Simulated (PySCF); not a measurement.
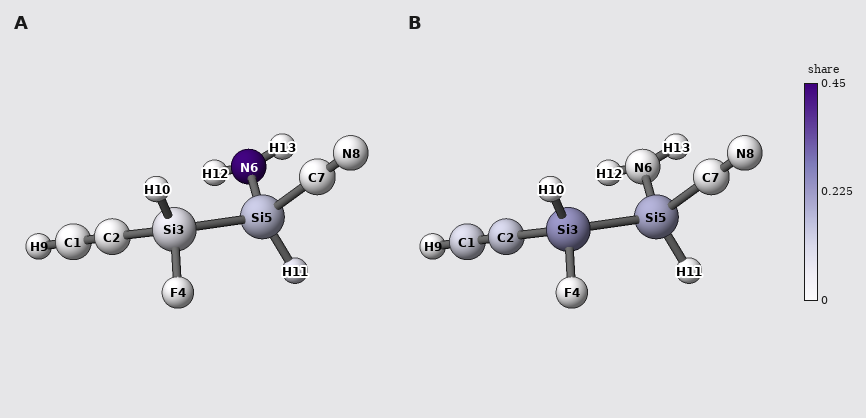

Each panel colours the atoms by their Löwdin share in one orbital (up to four of the largest shares; other atoms are shown as zero). The computed structure is the end point of a GFN2-xTB optimisation. No frequency run is at hand to confirm it as a minimum. Computed with CAM-B3LYP/def2-SVPD (PySCF 2.14.0).

> The panels show the HOMO, LUMO, in some order. Which is which?

A: HOMO, −9.55 eV; N6 0.44, Si5 0.15, H11 0.09, Si3 0.07
B: LUMO, −0.66 eV; Si3 0.23, Si5 0.19, C2 0.12, C1 0.11

The geometry is semi-empirical. Around Si such bond lengths and angles can be off by a tenth of an ångström or more and by several degrees, and values that hang on the shape move with them.
